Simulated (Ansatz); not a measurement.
Input file:

```
crystal:
  periodic: [false, false, false]
  atoms:
    - { symbol: Al, position_ang: [0.0, 0.0, 0.0] }
    - { symbol: Cl, position_ang: [0.0, 0.0, 2.48] }
    - { symbol: Cl, position_ang: [1.9312, 0.0, -1.115] }
    - { symbol: Cl, position_ang: [-1.9312, 0.0, -1.115] }
    - { symbol: O, position_ang: [0.0, 0.0, 4.37] }
    - { symbol: H, position_ang: [-0.5144, -0.8011, 4.7071] }
magnetization:
  spin_polarized: true
  initial_magnetization: 1
basis:
  gaussian: { orbitals: "6-31G*" }
hamiltonian:
  xc: pbe
relax:
  f_tol: 0.15
  max_steps: 25
  restrain:
    - { distance: [1, 4], at: 2.79, k: 30.0 }
    - { distance: [0, 1], at: 2.23, k: 30.0 }
output:
  orbitals: {}
```

Command:

```sh
ansatz run input.yaml --threads 4 --pin off --max-ram 5120MiB --backend cpu --events-out ev --progress --plain --runs-dir out
```

The fields are those of the run's last geometry, not of the input's.

Not at a stationary point (largest force 1.3 eV/Å).

All numbers below come from UKS PBE/6-31G* (Ansatz 0.2.0).

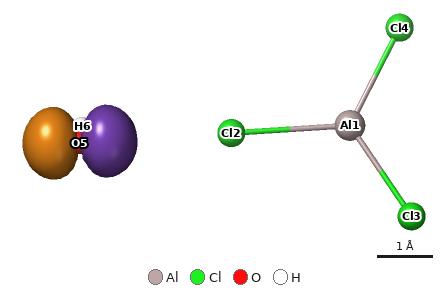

AlCl3···OH (doublet). The LUMO (β) at ±0.3 Å⁻³ᐟ² (orange and purple are the two phases), seen at a tilt.

**What is the character of this orbital?**

It lies mainly on O5 (about 90 %). Its energy is −5.44 eV.
